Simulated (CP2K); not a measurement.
# C2H7B2F (SMILES CB(C)BF): a first try and a second

Aim: energy and gradient of C2H7B2F at GFN1-xTB.

The results are computed with CP2K 2026.2.

3 further runs of the same task are left out: 3 set aside as unsound or not needed.

## 1. The system as given

C2H7B2F has 12 atoms, charge 0, and is taken as a singlet. As SMILES, `CB(C)BF`. The shape is that of a GFN2-xTB optimisation.

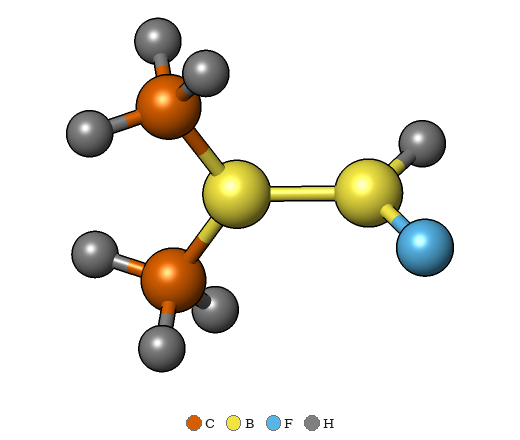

The structure, seen from a chosen angle (carbon orange, boron yellow, fluorine blue, hydrogen grey).

## 2. The input as first written

The input, job.inp:

```
&FORCE_EVAL
   METHOD Quickstep
   &DFT
      &QUICKSTEP
         METHOD XTB
         EPS_DEFAULT 1.0E-10
         &XTB
            GFN_TYPE 1
            CHECK_ATOMIC_CHARGES F
         &END XTB
      &END QS
      &POISSON
         PERIODIC NONE
         POISSON_SOLVER ANALYTIC
      &END POISSON
      &SCF
         SCF_GUESS ATOMIC
         EPS_SCF 1.0E-06
         MAX_SCF 150
         &DIAGONALIZATION
            ALGORITHM STANDARD
         &END DIAGONALIZATION
         &MIXING
            METHOD BROYDEN_MIXING
            ALPHA 0.4
            NBUFFER 8
         &END MIXING
      &END SCF
      &PRINT
         &MOMENTS
            PERIODIC F
            REFERENCE COM
            MAX_MOMENT 1
         &END MOMENTS
         &MO ON
            ENERGIES T
            OCCUPATION_NUMBERS T
            NDIGITS 6
            &EACH
               QS_SCF 0
            &END EACH
            ADD_LAST NUMERIC
         &END MO
         &HIRSHFELD OFF
         &END HIRSHFELD
      &END PRINT
   &END DFT
   &SUBSYS
      &CELL
         ABC 13.9 14.3 14.3
         PERIODIC NONE
      &END CELL
      &COORD
         C     -1.118400    -0.110950     1.018820
         B     -0.010800     0.088040    -0.093850
         C      1.206980    -0.922610    -0.067500
         B     -0.092440     1.332390    -1.196430
         F     -0.740800     1.241660    -2.349600
         H     -1.598680     0.811700     1.337110
         H     -0.761840    -0.635220     1.902890
         H     -1.906730    -0.729980     0.587080
         H      0.954830    -1.891760     0.357830
         H      1.972640    -0.492120     0.579910
         H      1.678730    -1.084330    -1.034090
         H      0.416510     2.393180    -1.042180
      &END COORD
      &TOPOLOGY
         &CENTER_COORDINATES
         &END CENTER_COORDINATES
      &END TOPOLOGY
   &END SUBSYS
   &PRINT
      &FORCES ON
      &END FORCES
   &END PRINT
&END FORCE_EVAL

&GLOBAL
   PROJECT job
   RUN_TYPE ENERGY_FORCE
   PRINT_LEVEL MEDIUM
&END GLOBAL
```

The run is started by

```
$ OMP_NUM_THREADS=1 cp2k.psmp -i job.inp -o job.out
```

What it wrote:

```text
Possible matches for unknown subsection

 QUICKSTEP

   keyword UKS in section %__ROOT__%FORCE_EVAL%DFT score:  104
   keyword MULTIP in section %__ROOT__%FORCE_EVAL%DFT score:  104
   keyword ROKS in section %__ROOT__%FORCE_EVAL%DFT score:  103
   enum MULLIKEN in section %__ROOT__%FORCE_EVAL%DFT for keyword PLUS_U_METHOD score:  103
   keyword SUBCELLS in section %__ROOT__%FORCE_EVAL%DFT score:  103

 *******************************************************************************
 *   ___                                                                       *
 *  /   \                                                                      *
 * [ABORT]                                                                     *
 *  \___/               unknown subsection QUICKSTEP of section DFT            *
 *    |                                                                        *
 *  O/|                                                                        *
 * /| |                                                                        *
 * / \                                               input/input_parsing.F:192 *
 *******************************************************************************

 ===== Routine Calling Stack =====

            4 section_vals_parse
            3 section_vals_parse
            2 section_vals_parse
            1 read_input
```

Run time: 1.4 s. Hardware: 1 thread of Intel Xeon Platinum 8259CL at 2.50GHz (Skylake/Cascade Lake), shared host; peak memory 0.16 GiB.

## 3. Reading the log

The input was rejected.

The log says `\___/               unknown subsection QUICKSTEP of section DFT`. What is wrong: unknown section.

## 4. The mended input

The input, mol.inp:

```
&FORCE_EVAL
  METHOD QUICKSTEP
  &DFT
    CHARGE 0
    MULTIPLICITY 1
    &QS
      METHOD XTB
      EPS_DEFAULT 1.0E-10
      &XTB
        GFN_TYPE 1
        CHECK_ATOMIC_CHARGES F
      &END XTB
    &END QS
    &POISSON
      PERIODIC NONE
      POISSON_SOLVER ANALYTIC
    &END POISSON
    &SCF
      SCF_GUESS ATOMIC
      EPS_SCF 1.0E-06
      MAX_SCF 150
      &DIAGONALIZATION
        ALGORITHM STANDARD
      &END DIAGONALIZATION
      &MIXING
        METHOD BROYDEN_MIXING
        ALPHA 0.4
        NBUFFER 8
      &END MIXING
    &END SCF
    &PRINT
      &MOMENTS
        PERIODIC F
        REFERENCE COM
        MAX_MOMENT 1
      &END MOMENTS
      &MO ON
        ENERGIES T
        OCCUPATION_NUMBERS T
        NDIGITS 6
        &EACH
          QS_SCF 0
        &END EACH
        ADD_LAST NUMERIC
      &END MO
      &HIRSHFELD OFF
      &END HIRSHFELD
    &END PRINT
  &END DFT
  &SUBSYS
    &CELL
      ABC [angstrom] 13.9 14.3 14.3
      PERIODIC NONE
    &END CELL
    &COORD
      C     -1.118400    -0.110950     1.018820
      B     -0.010800     0.088040    -0.093850
      C      1.206980    -0.922610    -0.067500
      B     -0.092440     1.332390    -1.196430
      F     -0.740800     1.241660    -2.349600
      H     -1.598680     0.811700     1.337110
      H     -0.761840    -0.635220     1.902890
      H     -1.906730    -0.729980     0.587080
      H      0.954830    -1.891760     0.357830
      H      1.972640    -0.492120     0.579910
      H      1.678730    -1.084330    -1.034090
      H      0.416510     2.393180    -1.042180
    &END COORD
    &TOPOLOGY
      &CENTER_COORDINATES
      &END CENTER_COORDINATES
    &END TOPOLOGY
  &END SUBSYS
  &PRINT
    &FORCES ON
    &END FORCES
  &END PRINT
&END FORCE_EVAL

&GLOBAL
  PROJECT_NAME mol
  RUN_TYPE ENERGY_FORCE
  PRINT_LEVEL MEDIUM
&END GLOBAL
```

The run is started by

```
$ OMP_NUM_THREADS=1 cp2k.psmp mol.inp > mol.out
```

What it wrote:

```text
CP2K| version string:                                       CP2K version 2026.2
[...]
 GLOBAL| Method name                                                        CP2K
[...]
 GLOBAL| Run type                                                   ENERGY_FORCE
[...]
                             - Atoms:                                         12
[...]
                             - Spherical basis functions:                     34
[...]
 Number of electrons:                                                         28
[...]
     1 NoMix/Diag. 0.40E+00    0.0     0.40542510       -15.9581721109 -1.60E+01
[...]
    46 Broy./Diag. 0.40E+00    0.0     0.00000067       -15.9976382487  6.70E-08
  *** SCF run converged in    46 steps ***
[...]
 TB_DIPOLE| Moment [Debye]          0.63119172      -0.44691720       1.56046623
 TB_DIPOLE| Derivative [a.u.]       0.00000000       0.00000000       0.00000000
[...]
 ENERGY| Total FORCE_EVAL ( QS ) energy [hartree]            -15.997638257209575
 FORCES| Atomic forces [hartree/bohr]
 FORCES|   Atom     x               y               z               |f|
 FORCES|      1  2.56186233E-04  6.53369591E-04 -4.97545944E-04   8.60276220E-04
 FORCES|      2 -1.71308542E-03 -1.02630723E-03 -2.59877105E-03   3.27743484E-03
 FORCES|      3  4.78059608E-04  1.57364227E-03  3.76309593E-04   1.68715734E-03
 FORCES|      4  4.04718580E-03 -5.03603851E-03  1.15064885E-02   1.31962371E-02
 FORCES|      5 -5.85631154E-03 -2.39664632E-03 -9.23519703E-03   1.11950508E-02
 FORCES|      6  2.97956352E-04  2.11574779E-03 -4.32956931E-04   2.18005009E-03
 FORCES|      7  1.49920069E-03 -7.01964260E-04  8.61501597E-04   1.86615688E-03
 FORCES|      8 -7.06121141E-04 -1.02612131E-03 -1.46786584E-03   1.92513951E-03
 FORCES|      9 -1.56468110E-03 -8.57573742E-04  6.46624527E-04   1.89783639E-03
 FORCES|     10  1.17016822E-03  1.06828075E-03  1.32079315E-03   2.06276804E-03
 FORCES|     11 -7.07016049E-04  7.83543500E-04 -2.05751366E-03   2.31239585E-03
 FORCES|     12  2.79845835E-03  4.85006748E-03  1.57813309E-03   5.81764796E-03
 FORCES| Sum    -1.25767452E-16  2.50667542E-16  9.49761103E-17
[...]
```

Run time: 1.4 s. Hardware: 1 thread of Intel Xeon Platinum 8259CL at 2.50GHz (Skylake/Cascade Lake), shared host; peak memory 0.2 GiB.

## 5. Summary of results

At GFN1-xTB:

| quantity | value |
| --- | --- |
| total energy | -15.99764 Eh |
| dipole moment (from atomic charges alone) | 1.74 D |
| HOMO energy | -11.49 eV |
| dispersion energy | -8.63 kJ/mol |
| largest force on an atom | 0.679 eV/Å |

**Reading.** The dipole comes from point charges on the atoms alone, without atomic dipoles, so it is partial. The largest force is 0.68 eV/Å: the shape isn't a stationary point for this species at this level.
